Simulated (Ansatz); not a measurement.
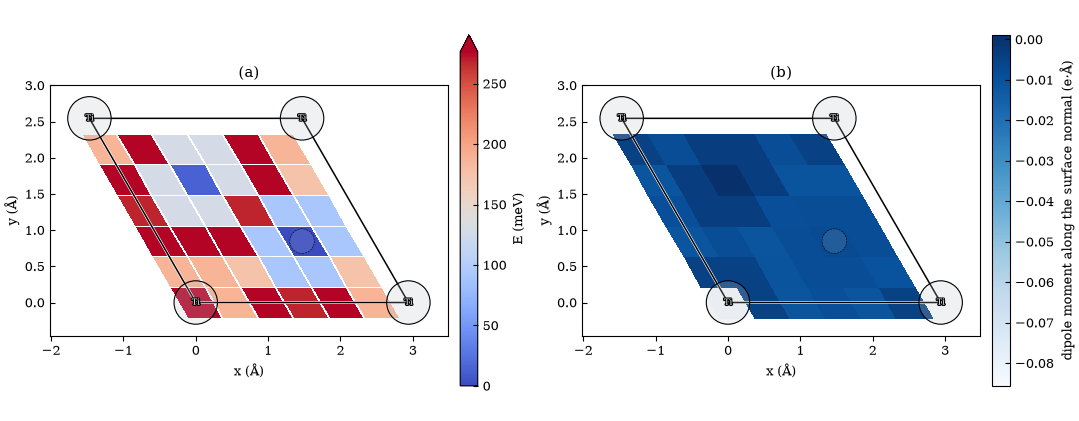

H on a Ti(001) slab cut from the P6_3/mmc phase, its upper half relaxed before the scan (5 atoms of substrate and one adsorbate in a 1 × 1 cell). H is moved over the surface cell; relaxed at each place: the height of the adsorbate's atoms and the top layer of the substrate; the origin of the map has the adsorbate above Ti5. Places are given modulo a cell vector. The map is drawn in real space over the plane of the surface. Grid: 6 × 6 points; 16 points were computed and 20 follow by symmetry. All energies are given in meV relative to the lowest grid point. The relaxed height changes by up to 0.8 Å between neighbouring points. With one adsorbate in each 1 × 1 cell, its nearest image is 2.9 Å away, so neighbouring adsorbates interact. Computed with Ansatz, DFT PBE, scalar-relativistic, plane waves, PAW. Settings: cutoff 420 eV, k-mesh 9×9×1, gaussian smearing 0.1 eV, no spin polarisation.

Panel (a) is the energy; panel (b) is the computed dipole moment along the surface normal, in e·Å.

The picture shows one coloured cell a grid point, labelled circles for the atoms of the top layer and small ones for the second layer, the outline of one cell of the plane, one colour for all values above the top of the scale.

> How does the dipole moment along the surface normal vary over the map, and what is it at the lowest grid point?

It runs from −0.09 e·Å at the top site over a surface Ti atom, (0/6, 0/6) of the cell vectors to 0.00 e·Å at a threefold hollow, (2/6, 4/6) of the cell vectors. At the lowest grid point, a threefold hollow over a second-layer Ti atom, (4/6, 2/6) of the cell vectors, it is −0.01 e·Å.

```csv
"second ↓, first →",0/6,1/6,2/6,3/6,4/6,5/6
5/6,0.00,−0.01,0.00,0.00,−0.01,0.00
4/6,−0.01,0.00,0.00,0.00,−0.01,−0.01
3/6,−0.01,0.00,0.00,−0.01,−0.01,−0.01
2/6,−0.01,−0.01,−0.01,−0.01,−0.01,−0.01
1/6,0.00,0.00,−0.01,−0.01,−0.01,−0.01
0/6,−0.09,0.00,−0.01,−0.01,−0.01,0.00
```

PAW datasets: the set soft_1.
